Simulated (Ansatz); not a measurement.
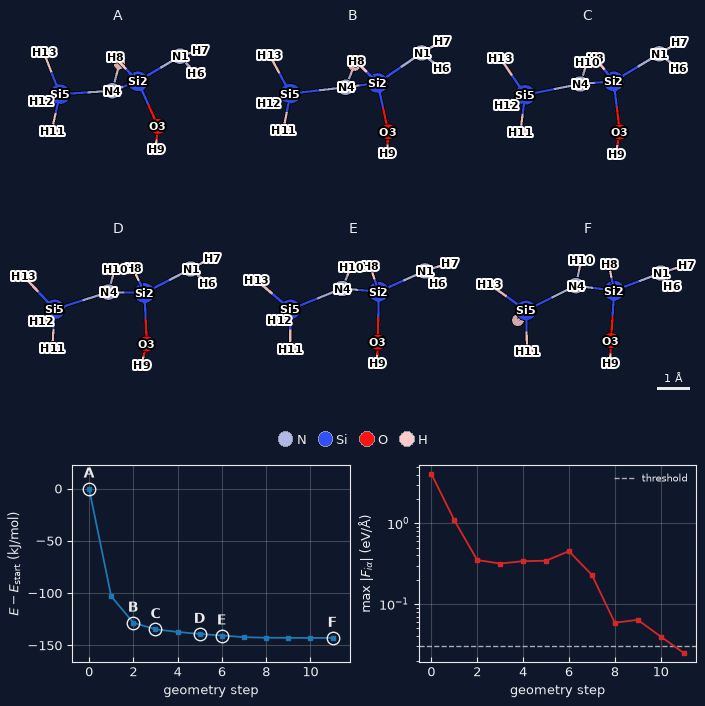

Frames of a relaxation of Si2N2H8O (coarse preliminary run), marked on the history of the run. The picture is a ball-and-stick view, seen at a tilt.

The start comes from a force field.

The calculation used RKS PBE-D4/def2-SVP in Ansatz.

The input:
```yaml
crystal:
  periodic: [false, false, false]
  atoms:
    - {symbol: N, position_ang: [-1.341200, 0.042800, 1.605800]}
    - {symbol: Si, position_ang: [-0.811500, -0.320700, 0.076300]}
    - {symbol: O, position_ang: [-0.703900, -1.942900, 0.121100]}
    - {symbol: N, position_ang: [0.806300, 0.295700, 0.249700]}
    - {symbol: Si, position_ang: [1.342600, 0.742300, -1.274200]}
    - {symbol: H, position_ang: [-0.815000, -0.384200, 2.273200]}
    - {symbol: H, position_ang: [-2.287600, -0.321700, 1.691900]}
    - {symbol: H, position_ang: [-1.628600, 0.245900, -0.987900]}
    - {symbol: H, position_ang: [0.230000, -2.232900, 0.379500]}
    - {symbol: H, position_ang: [0.647900, 1.119500, 0.849900]}
    - {symbol: H, position_ang: [1.424600, -0.430100, -2.125600]}
    - {symbol: H, position_ang: [2.712300, 1.304600, -1.001200]}
    - {symbol: H, position_ang: [0.444600, 1.846900, -1.843600]}
basis:
  gaussian: {orbitals: def2-SVP}
hamiltonian: {xc: pbe, dispersion: d4}
relax: {f_tol: 0.03, max_steps: 200}
```

Launched with:
```bash
ansatz run in.yaml --threads 4 --pin off --events-out ev --progress --plain --max-ram 10444MiB
```

### Describe the path.

After 11 geometry steps the energy has fallen by 142.8 kJ/mol. Largest force component: 4.1 eV/Å at the start, 0.025 eV/Å at the end. The atom that moves furthest after the best rigid fit is H13 (1.01 Å). By element the largest moves are H 1.01 Å, N 0.69 Å, O 0.57 Å, Si 0.24 Å. Some distances before and after: Si2–Si5 2.756 → 3.181 Å, N4–Si5 1.676 → 1.753 Å, N1–Si2 1.659 → 1.735 Å, N1–H6 0.951 → 1.023 Å. Among the angles between lasting bonds that change: Si2–N4–Si5 107.5° → 130.3°, N1–Si2–O3 102.4° → 120.0°, O3–Si2–H8 116.4° → 102.4°. Groups turn about Si2–O3 by about 30°. The run took 16 s on 4 threads of AMD EPYC 7B13 (shared host). From step 0 to 2: H atoms move most (0.36 Å), energy −128.3 kJ/mol. From step 2 to 3: H9 moves most (0.20 Å), energy −6.23 kJ/mol. From step 3 to 5: H atoms move most (0.29 Å), energy −4.51 kJ/mol. From step 5 to 6: H atoms move most (0.20 Å), energy −1.50 kJ/mol. From step 6 to 11: H10 moves most (0.31 Å), energy −2.31 kJ/mol.
